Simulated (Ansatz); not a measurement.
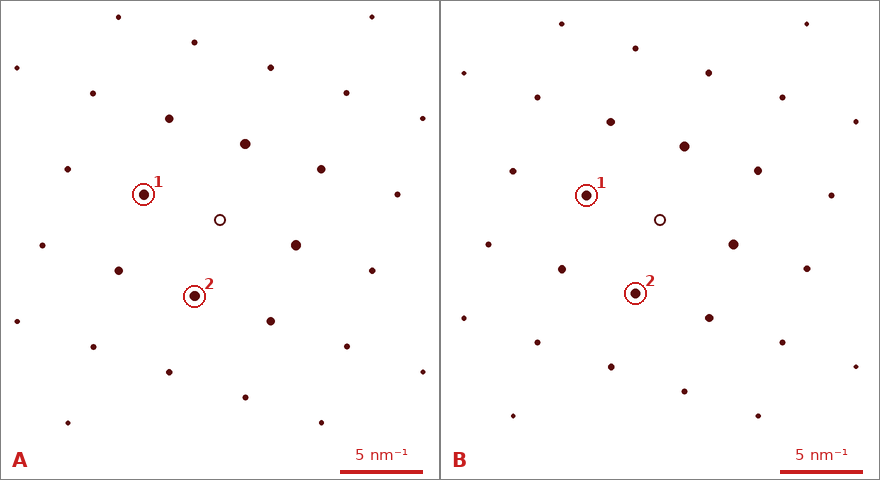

Kinematic electron diffraction patterns (300 kV, B = 0.5 Å², same scale) along [110] of the run's own cell, for the start and the end of one relaxation of CdSi2 with DFT PBE, scalar-relativistic, plane waves, PAW (Ansatz 0.2.0). k mesh 14×14×14. The start is a generated model structure, and the relaxation ends in the nearest stationary point of its symmetry, not necessarily the ground state. Spot 1 is -1 1 -1 and spot 2 is -1 1 1 in both.

Start structure:

```
Cd Si
1.0
    -2.03209    2.03209    7.24150
     2.03209   -2.03209    7.24150
     2.03209    2.03209   -7.24150
Cd Si
2 4
Direct
  0.00000 0.00000 0.00000
  0.75000 0.25000 0.50000
  0.41859 0.41859 0.00000
  0.16859 0.66859 0.50000
  0.33141 0.83141 0.50000
  0.58141 0.58141 0.00000
```

Which pattern belongs to the start structure, and which to the relaxed one?

A is the start: its cell gives d(1) = 2.032 Å, d(2) = 2.032 Å and an angle of 90.0°. B is the relaxed structure, with d(1) = 2.103 Å (+3.5 %), d(2) = 2.103 Å (+3.5 %) and 90.0°.

Summarise the relaxation behind the change.

The volume changed by +1.4 % to 20.22 Å³ an atom; with the mean shift removed, the atoms moved by up to 0.06 Å relative to the cell (Si most); the space group stayed I4_1/amd (No. 141); the free energy fell by 3.7 meV an atom. Relaxed cell: a = 7.474 Å, b = 7.474 Å, c = 7.474 Å, α = 147.31°, β = 147.31°, γ = 46.90°.
